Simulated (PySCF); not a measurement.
# Y2S3: other functionals and bases at one geometry

Aim: see how levels, charges and forces of Y2S3 depend on the level of theory. It is a constructed species; whether it can be made isn't addressed.

Program: PySCF 2.14.0. Level of theory: several levels, as the steps say, no spin–orbit coupling. These are calculated values, not measurements.

2 further runs of the same task are left out: 2 for a known fault of the program.

## 1. The system as given

5 atoms, charge 0, spin multiplicity 1.

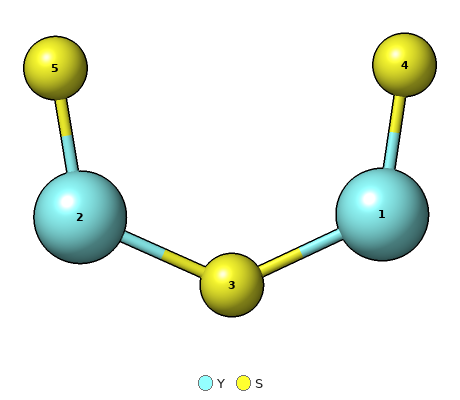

The structure; yttrium teal, sulfur yellow; atoms are numbered from 1 in the order of the file.

Geometry (Å):

```xyz
5
charge 0, multiplicity 1
Y    -0.61828   -0.05656    2.30871
Y    -0.61828   -0.05656   -2.30871
S    -1.66418   -0.15223    0.00000
S     1.63947    0.14997    2.66784
S     1.63947    0.14997   -2.66784
```

Formal oxidation states: Y +3. An earlier session relaxed this geometry at PBE0, Y def2-SVP with ECP28, S def2-SVP (singlet, point group C2v).

At PBE0 on the finer grid: E = -1270.579508 Eh, HOMO -5.69 eV, LUMO -2.54 eV, Mulliken charge on Y1 +0.63 e, largest force component 0.018 eV/Å. 

Levels to run: M06-L; wB97X; CAM-B3LYP; HF; PBE0, TZVP; PBE0, x2c-SVP. Hardware: 2 threads of AMD EPYC 9R45 (Zen 5), shared host.

## 2. M06-L

run.py (the lines that set the calculation)

```python
mol = gto.M(atom='''
Y     -0.61828    -0.05656     2.30871
Y     -0.61828    -0.05656    -2.30871
S     -1.66418    -0.15223     0.00000
S      1.63947     0.14997     2.66784
S      1.63947     0.14997    -2.66784''',
    basis={'Y': 'def2-SVP', 'S': 'def2-SVP'},
    ecp={'Y': 'def2-SVP'},
    charge=0, spin=0)
mf = dft.RKS(mol, xc='M06L')
mf.grids.atom_grid = (75, 302)
mf = mf.density_fit()  # fitting sets: Y def2-universal-JKFIT, S def2-universal-JKFIT
mf.conv_tol = 1e-08; mf.max_cycle = 55
mf.kernel(dm0)  # dm0: the density of the relaxed state
```

The run is started by

```sh
$ OMP_NUM_THREADS=2 python run.py
```

## 3. wB97X

Edit run.py (the lines that set the calculation) of step 2 so:

```diff
@@ -9,3 +9,3 @@
     charge=0, spin=0)
-mf = dft.RKS(mol, xc='M06L')
+mf = dft.RKS(mol, xc='WB97X')
 mf.grids.atom_grid = (75, 302)
```

## 4. CAM-B3LYP

Edit run.py (the lines that set the calculation) of step 3 so:

```diff
@@ -9,3 +9,3 @@
     charge=0, spin=0)
-mf = dft.RKS(mol, xc='WB97X')
+mf = dft.RKS(mol, xc='CAMB3LYP')
 mf.grids.atom_grid = (75, 302)
```

## 5. HF

Edit run.py (the lines that set the calculation) of step 4 so:

```diff
@@ -9,4 +9,3 @@
     charge=0, spin=0)
-mf = dft.RKS(mol, xc='CAMB3LYP')
-mf.grids.atom_grid = (75, 302)
+mf = scf.RHF(mol)
 mf = mf.density_fit()  # fitting sets: Y def2-universal-JKFIT, S def2-universal-JKFIT
```

## 6. PBE0, TZVP

Basis: Y def2-TZVP with ECP28, S def2-TZVP. 

run.py (the lines that set the calculation)

```python
mol = gto.M(atom='''
Y     -0.61828    -0.05656     2.30871
Y     -0.61828    -0.05656    -2.30871
S     -1.66418    -0.15223     0.00000
S      1.63947     0.14997     2.66784
S      1.63947     0.14997    -2.66784''',
    basis={'Y': 'def2-TZVP', 'S': 'def2-TZVP'},
    ecp={'Y': 'def2-TZVP'},
    charge=0, spin=0)
mf = dft.RKS(mol, xc='PBE0')
mf.grids.atom_grid = (75, 302)
mf = mf.density_fit()  # fitting sets: Y def2-universal-JKFIT, S def2-universal-JKFIT
mf.conv_tol = 1e-08; mf.max_cycle = 55
mf.kernel(dm0)  # dm0: free metal ions and neutral atoms
```

## 7. PBE0, x2c-SVP

Basis: Y x2c-SVPall, S x2c-SVPall. All electrons are treated, with the spin-free X2C Hamiltonian.

run.py (the lines that set the calculation)

```python
mol = gto.M(atom='''
Y     -0.61828    -0.05656     2.30871
Y     -0.61828    -0.05656    -2.30871
S     -1.66418    -0.15223     0.00000
S      1.63947     0.14997     2.66784
S      1.63947     0.14997    -2.66784''',
    basis={'Y': 'x2c-SVPall', 'S': 'x2c-SVPall'},
    nucmod='G',
    charge=0, spin=0)
mf = dft.RKS(mol, xc='PBE0')
mf.grids.atom_grid = (99, 590)
mf = mf.density_fit()  # fitting sets: Y AutoAux, S AutoAux
mf = mf.sfx2c1e()
mf.conv_tol = 1e-08; mf.max_cycle = 55
mf.kernel(dm0)  # dm0: free metal ions and neutral atoms
```

What does the calculation give? Wanted: for each run, HOMO; gap; charge on Y1; dipole; largest force.

As calculated:

| level | state | HOMO (eV) | gap (eV) | charge on Y1 (e) | dipole (D) | largest force (eV/Å) | basis functions | time |
| --- | --- | --- | --- | --- | --- | --- | --- | --- |
| PBE0 (relaxed here) | singlet | -5.69 | 3.15 | 0.63 | 12.13 | 0.02 | 116 | 9.3 s |
| M06-L | singlet | -4.65 | 2.48 | 0.80 | 12.27 | 0.10 | 116 | 5.4 s |
| wB97X | singlet | -7.77 | 6.89 | 0.65 | 13.15 | 0.29 | 116 | 5.3 s |
| CAM-B3LYP | singlet | -6.81 | 4.89 | 0.59 | 12.45 | 0.11 | 116 | 5.5 s |
| HF | singlet | -7.82 | 7.03 | 0.86 | 14.78 | 0.70 | 116 | 2.4 s |
| PBE0, TZVP | singlet | -5.69 | 3.14 | 0.96 | 12.52 | 0.05 | 191 | 8.5 s |
| PBE0, x2c-SVP | singlet | -5.69 | 3.17 | 0.56 | 12.11 | 0.13 | 160 | 16 s |

Times are on 2 threads of AMD EPYC 9R45 (Zen 5), shared host; the first row also made further properties.

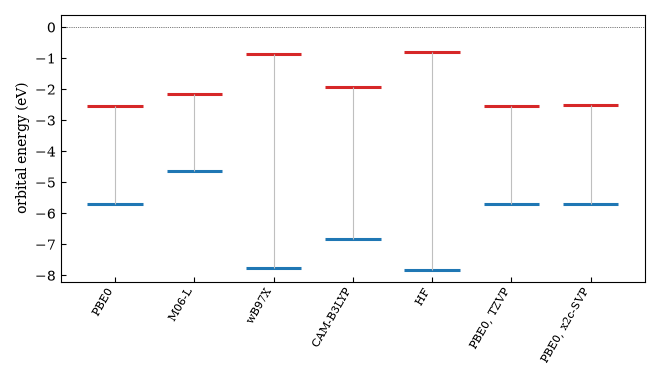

Highest filled and lowest empty level, method by method.

In one basis the HOMO–LUMO gap runs from 2.48 eV (M06-L) to 7.03 eV (HF). The largest leftover force, 0.70 eV/Å with HF, stands at a geometry relaxed at another level. The Mulliken charge on Y spans +0.56 to +0.96 e over the levels. Total energies of different levels can't be compared. Spin–orbit coupling is left out throughout.
